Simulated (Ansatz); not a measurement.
# BHLYP/cc-pVDZ run of SiBrCl3 (bromotrichlorosilane)

What is the electronic atomisation energy of SiBrCl3 (bromotrichlorosilane) at BHLYP/cc-pVDZ? 

The results are computed with Ansatz 0.2.0.

55 further runs of the same task are left out: 12 that didn't finish, 43 set aside as unsound or not needed.

## Step 1: The system as given

The species is SiBrCl3 (5 atoms), meant as a singlet with charge 0. SMILES: `Cl[Si](Cl)(Cl)Br`. Geometry: relaxed at PBE0-D4/def2-TZVP.

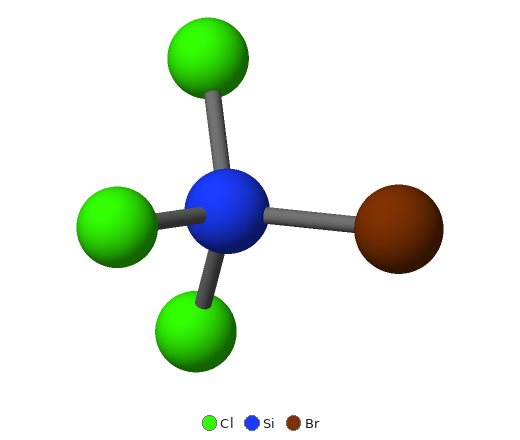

The structure, seen from a chosen angle (chlorine green, silicon blue, bromine brown).

## Step 2: A single-point energy at BHLYP/cc-pVDZ

Input file run.yaml:

```yaml
crystal:
  periodic: [false, false, false]
  atoms:
    - {symbol: Cl, position_ang: [-0.852900, -0.217700, 1.821600]}
    - {symbol: Si, position_ang: [0.003400, -0.042600, -0.003200]}
    - {symbol: Cl, position_ang: [1.690500, -1.158200, -0.059200]}
    - {symbol: Cl, position_ang: [-1.285700, -0.709700, -1.412800]}
    - {symbol: Br, position_ang: [0.494400, 2.054400, -0.387900]}
basis:
  gaussian:
    orbitals: cc-pVDZ
total_charge: 0
hamiltonian:
  xc: {name: BHLYP}
accuracy: high
output: {orbitals: {seedname: orbitals}}
```

Launch:

```
$ ansatz run run.yaml --threads 1 --pin off --max-ram 3480MiB --events-out events.jsonl --progress --plain --runs-dir runs
```

The program printed:

```text
Warning: RAYON_NUM_THREADS=1 ignored (pool sized by the plan → 1); use --threads N
Functional definition: BHLYP
  name "BHLYP"
  parameter a = 0.5
  exchange = (1 - a)*b88_x + a*exact_x
  correlation = lyp_c
2154 factors; integrals over basis functions are off by at most 4.6e-9 eV
mean field evaluation 1: about -115495.1918 eV, gradient 1.9e1 eV
mean field evaluation 2: about -115495.2400 eV, gradient 1.9e1 eV
mean field evaluation 4: about -115496.2287 eV, gradient 3.8e-1 eV
mean field evaluation 8: about -115496.5800 eV, gradient 1.1e-1 eV
mean field evaluation 16: about -115496.5801 eV, gradient 4.2e-6 eV
mean field -115496.58013869 eV, -4244.4210337029 hartree, gradient 4.0e-8 eV, S^2 0.000000; 0 other end points of the search recorded, 0 dependent functions left out
reference -115496.58016680 eV, -4244.4210347360 hartree; 50, 50 occupied and 49, 49 virtual orbitals, 2154 factors
Total energy: -115496.58016680 eV, -4244.4210347360 hartree
```

Wall time 22 s (1 thread of Arm Neoverse V2, shared host); peak memory 0.47 GiB.

## Step 3: The Br atom at the same level

Input file in.yaml:

```yaml
crystal:
  periodic: [false, false, false]
  atoms:
    - {symbol: Br, position_ang: [0.000000, 0.000000, 0.000000]}
basis:
  gaussian:
    orbitals: cc-pVDZ
hamiltonian:
  xc: {name: BHLYP}
magnetization:
  spin_polarized: true
  initial_magnetization: 1
accuracy: high
```

Run the same way, it converges to -2574.08047 Eh (log not shown).

## Step 4: The Cl atom, same level

Input file run.yaml:

```yaml
crystal:
  periodic: [false, false, false]
  atoms:
    - {symbol: Cl, position_ang: [0.000000, 0.000000, 0.000000]}
basis:
  gaussian:
    orbitals: cc-pVDZ
magnetization:
  spin_polarized: true
  initial_magnetization: 1
hamiltonian:
  xc: {name: BHLYP}
accuracy: high
```

Run the same way, it converges to -460.14991 Eh (log not shown).

## Step 5: The Si atom at the same level

Input file run.yaml:

```yaml
crystal:
  periodic: [false, false, false]
  atoms:
    - {symbol: Si, position_ang: [0.000000, 0.000000, 0.000000]}
basis:
  gaussian:
    orbitals: cc-pVDZ
magnetization:
  spin_polarized: true
  initial_magnetization: 2
hamiltonian:
  xc: {name: BHLYP}
accuracy: high
```

Run the same way, it converges to -289.37534 Eh (log not shown).

## Step 6: What came out

At BHLYP/cc-pVDZ:

| quantity | value |
| --- | --- |
| molecule: total energy | -4244.42103 Eh |
| molecule: HOMO energy | -10.16 eV |
| molecule: LUMO energy | 0.24 eV |
| molecule: HOMO–LUMO gap | 10.40 eV |
| Br atom: total energy | -2574.08047 Eh |
| Br atom: ⟨S²⟩ | 0.752 |
| Cl atom: total energy | -460.14991 Eh |
| Cl atom: ⟨S²⟩ | 0.753 |
| Si atom: total energy | -289.37534 Eh |
| Si atom: ⟨S²⟩ | 2.005 |
| electronic atomisation energy | 14.028 eV |

**Reading.** Taking the molecule apart into free atoms costs 14.03 eV (323 kcal/mol), before zero-point energy and without spin-orbit coupling.
